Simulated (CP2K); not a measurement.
# Two attempts at PH3S (phosphinothious acid)

Aim: energy and gradient of PH3S (phosphinothious acid) at PM3.

Program for the calculation: CP2K 2026.2.

3 further runs of the same task are left out: 3 set aside as unsound or not needed.

## 1. Starting point

PH3S has 5 atoms, charge 0, and is taken as a singlet. SMILES: `PS`. Geometry: relaxed at GFN2-xTB. This is one conformer, not always the lowest.

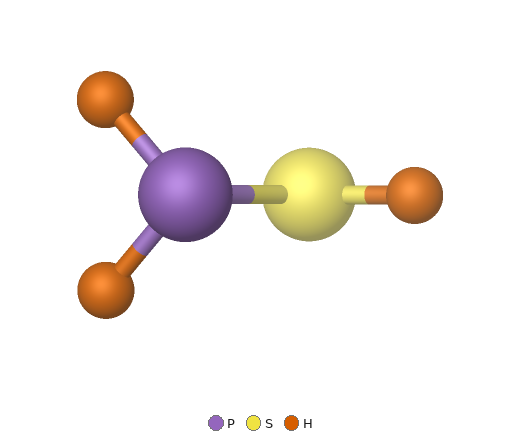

Viewed from a chosen angle; phosphorus purple, sulfur yellow, hydrogen orange.

## 2. First attempt

Input file molecule.inp:

```
&GLOBAL
   PROJECT molecule
   RUN_TYPE ENERGY_FORCE
   PRINT_LEVEL MEDIUM
&END GLOBAL

&FORCE_EVAL
   METHOD QS
   &DFT
      CHARGE 0
      MULTIPLICITY 1
      &QS
         METHOD PM3
         EPS_DEFAULT 1.0E-10
         &SE
            &COULOMB
               CUTOFF [angstrom] 50
               RC_RANGE [angstrom] 0
            &END COULOMB
            &EXCHANGE
               CUTOFF [angstrom] 50
               RC_RANGE [angstrom] 0
            &END EXCHANGE
         &END SE
      &END QS
      &POISSON
         PERIODIC NONE
         POISSON_SOLVER ANALYTIC
      &END POISSON
      ! self-consistent field
      &SCF
         SCF_GUESS ATOMIC
         EPS_SCF 1.0E-07
         MAX_SCF 51
         ADDED_MOS 4
         &DIAGONALIZATION
            ALGORITHM STANDARD
         &END DIAGONALIZATION
         &MIXING
            METHOD DIRECT_P_MIXING
            ALPHA 0.4
         &END MIXING
      &END SCF
      &PRINT
         &MOMENTS
            PERIODIC F
            REFERENCE COM
            MAX_MOMENT 1
         &END MOMENTS
         &MO ON
            ENERGIES T
            OCCUPATION_NUMBERS T
            NDIGITS 6
            &EACH
               QS_SCF 0
            &END EACH
            ADD_LAST NUMERIC
         &END MO
         &HIRSHFELD OFF
         &END HIRSHFELD
      &END PRINT
   &END DFT
   ! structure
   &SUBSYS
      ! box in angstrom
      &CELL
         ABC [angstrom] 14 16.3 12.4
         PERIODIC NONE
      &END CELL
      &COORD
         P     -0.929537    -0.896883     0.824147
         S      1.450705     1.773262    -0.844670
         H      0.510415    -3.001698     0.152406
         H     -2.510085    -1.197708    -1.266948
         H      1.478503     3.323027     1.135064
      &END COORD
      &TOPOLOGY
         &CENTER_COORDINATES
         &END CENTER_COORDINATES
      &END TOPOLOGY
   &END SUBSYS
   &PRINT
      &FORCES ON
      &END FORCES
   &END PRINT
&END FORCE_EVAL
```

Run with:

```
$ OMP_NUM_THREADS=1 cp2k.psmp -i molecule.inp > molecule.out 2>&1
```

Log:

```text
CP2K| version string:                                       CP2K version 2026.2
[...]
 GLOBAL| Method name                                                        CP2K
[...]
 GLOBAL| Run type                                                   ENERGY_FORCE
[...]
                             - Atoms:                                          5
[...]
                             - Spherical basis functions:                     11
[...]
 Number of electrons:                                                         14
[...]
     1 P_Mix/Diag. 0.40E+00    0.0     0.76526560       -11.0309949974 -1.10E+01
[...]
    48 DIIS/Diag.  0.31E-07    0.0     0.00000010       -12.3392772427 -8.88E-15
  *** SCF run converged in    48 steps ***
  Core-core repulsion energy [eV]:                            235.28493253491015
  Core Hamiltonian energy [eV]:                              -501.69409891688628
  Two-electron integral energy [eV]:                         -138.71928636427444
  Electronic energy [eV]:                                    -571.05374209902345
  Total energy [eV]:                                         -335.76880956411333
  Atomic reference energy [eV]:                               353.56734703131372
  Heat of formation [kcal/mol]:                               410.44405711962770
[...]
 SE_DIPOLE| Moment [Debye]          3.34565937       3.34547020      -2.90740059
 SE_DIPOLE| Derivative [a.u.]       0.00000000       0.00000000       0.00000000
 ENERGY| Total FORCE_EVAL ( QS ) energy [hartree]            -12.339277242719644
 FORCES| Atomic forces [hartree/bohr]
 FORCES|   Atom     x               y               z               |f|
 FORCES|      1  1.22672521E-02 -3.71707105E-02 -7.32694460E-02   8.30696028E-02
 FORCES|      2 -1.53177786E-02  2.83117590E-02  7.06505973E-02   7.76382441E-02
 FORCES|      3 -3.27884620E-02  4.87064941E-02  1.49012257E-02   6.05760047E-02
 FORCES|      4  3.67666029E-02  7.12812420E-03  4.75429112E-02   6.05220757E-02
 FORCES|      5 -9.27614278E-04 -4.69756669E-02 -5.98252882E-02   7.60699603E-02
 FORCES| Sum    -2.42861287E-17  6.93889390E-18  0.00000000E+00
 FORCES| Total atomic force                                       2.52579551E-17
[...]
```

Run time: 0.32 s. Hardware: 1 thread of Arm Neoverse V1, shared host.

## 3. Reading the log

It ran to the end. The result can't be trusted all the same.

What is wrong: numbers in bohr are read as ångström, which stretches the molecule by 1.89. As the program read them, the closest atoms are 2.51 Å apart, against 1.33 Å in the sound input.

## 4. Second attempt

Input file gas.inp:

```
&GLOBAL
   PROJECT_NAME gas
   RUN_TYPE ENERGY_FORCE
   PRINT_LEVEL MEDIUM
&END GLOBAL

&FORCE_EVAL
   METHOD QUICKSTEP
   &DFT
      ! Quickstep
      &QS
         METHOD PM3
         EPS_DEFAULT 1.0E-10
         &SE
            &COULOMB
               CUTOFF [angstrom] 50
               RC_RANGE [angstrom] 0
            &END COULOMB
            &EXCHANGE
               CUTOFF [angstrom] 50
               RC_RANGE [angstrom] 0
            &END EXCHANGE
         &END SE
      &END QS
      &POISSON
         PERIODIC NONE
         POISSON_SOLVER ANALYTIC
      &END POISSON
      &SCF
         SCF_GUESS ATOMIC
         EPS_SCF 1.0E-07
         MAX_SCF 80
         ADDED_MOS 4
         &DIAGONALIZATION
            ALGORITHM STANDARD
         &END DIAGONALIZATION
         &MIXING
            METHOD DIRECT_P_MIXING
            ALPHA 0.4
         &END MIXING
      &END SCF
      &PRINT
         &MOMENTS
            PERIODIC F
            REFERENCE COM
            MAX_MOMENT 1
         &END MOMENTS
         &MO ON
            ENERGIES T
            OCCUPATION_NUMBERS T
            NDIGITS 6
            &EACH
               QS_SCF 0
            &END EACH
            ADD_LAST NUMERIC
         &END MO
         &HIRSHFELD OFF
         &END HIRSHFELD
      &END PRINT
   &END DFT
   ! structure
   &SUBSYS
      &CELL
         ABC 12.1 13.3 11.3
         PERIODIC NONE
      &END CELL
      &COORD
         UNIT bohr
         P     -0.9295374    -0.8968829     0.8241474
         S      1.4507050     1.7732623    -0.8446698
         H      0.5104150    -3.0016977     0.1524064
         H     -2.5100854    -1.1977084    -1.2669480
         H      1.4785028     3.3230267     1.1350640
      &END COORD
      &TOPOLOGY
         &CENTER_COORDINATES
         &END CENTER_COORDINATES
      &END TOPOLOGY
   &END SUBSYS
   ! extra output
   &PRINT
      &FORCES ON
      &END FORCES
   &END PRINT
&END FORCE_EVAL
```

Run with:

```
$ OMP_NUM_THREADS=1 cp2k.psmp gas.inp > gas.out
```

Log:

```text
CP2K| version string:                                       CP2K version 2026.2
[...]
 GLOBAL| Method name                                                        CP2K
[...]
 GLOBAL| Run type                                                   ENERGY_FORCE
[...]
                             - Atoms:                                          5
[...]
                             - Spherical basis functions:                     11
[...]
 Number of electrons:                                                         14
[...]
     1 P_Mix/Diag. 0.40E+00    0.0     0.76415803       -10.7366743876 -1.07E+01
[...]
    20 DIIS/Diag.  0.21E-07    0.0     0.00000003       -12.9922027826 -1.78E-14
  *** SCF run converged in    20 steps ***
  Core-core repulsion energy [eV]:                            385.91838663014232
  Core Hamiltonian energy [eV]:                              -513.54317894234612
  Two-electron integral energy [eV]:                         -451.82204949308891
  Electronic energy [eV]:                                    -739.45420368889052
  Total energy [eV]:                                         -353.53581705874825
  Atomic reference energy [eV]:                               353.56734703131372
  Heat of formation [kcal/mol]:                                 0.72709849809262
[...]
 SE_DIPOLE| Moment [Debye]          0.89653081       0.86301349      -0.84016451
 SE_DIPOLE| Derivative [a.u.]       0.00000000       0.00000000       0.00000000
 ENERGY| Total FORCE_EVAL ( QS ) energy [hartree]            -12.992202782570638
 FORCES| Atomic forces [hartree/bohr]
 FORCES|   Atom     x               y               z               |f|
 FORCES|      1 -5.33457111E-03 -2.25231983E-02 -1.74584345E-02   2.89922238E-02
 FORCES|      2  8.27904176E-03  1.64027186E-02  3.36769696E-03   1.86797509E-02
 FORCES|      3 -6.78455429E-03  5.32248462E-03  7.66781840E-03   1.15392573E-02
 FORCES|      4  1.40698352E-03  6.01089983E-04  1.15249479E-02   1.16260627E-02
 FORCES|      5  2.43310012E-03  1.96905053E-04 -5.10202875E-03   5.65592125E-03
 FORCES| Sum     0.00000000E+00 -2.77555756E-17  1.94289029E-16
 FORCES| Total atomic force                                       1.96261557E-16
[...]
```

Run time: 0.26 s. Hardware: 1 thread of Arm Neoverse V1, shared host.

## 5. Results

At PM3:

```
                                 quantity         value
                             total energy  -12.99220 Eh
                            dipole moment        1.50 D
                              HOMO energy      -9.36 eV
                              LUMO energy      -1.34 eV
                            HOMO–LUMO gap       8.02 eV
heat of formation at this unrelaxed shape  0.7 kcal/mol
                 largest force on an atom    1.491 eV/Å
```

The first attempt's energy was +17.767 eV off this one. The largest force is 1.49 eV/Å: the shape isn't a stationary point for this species at this level.
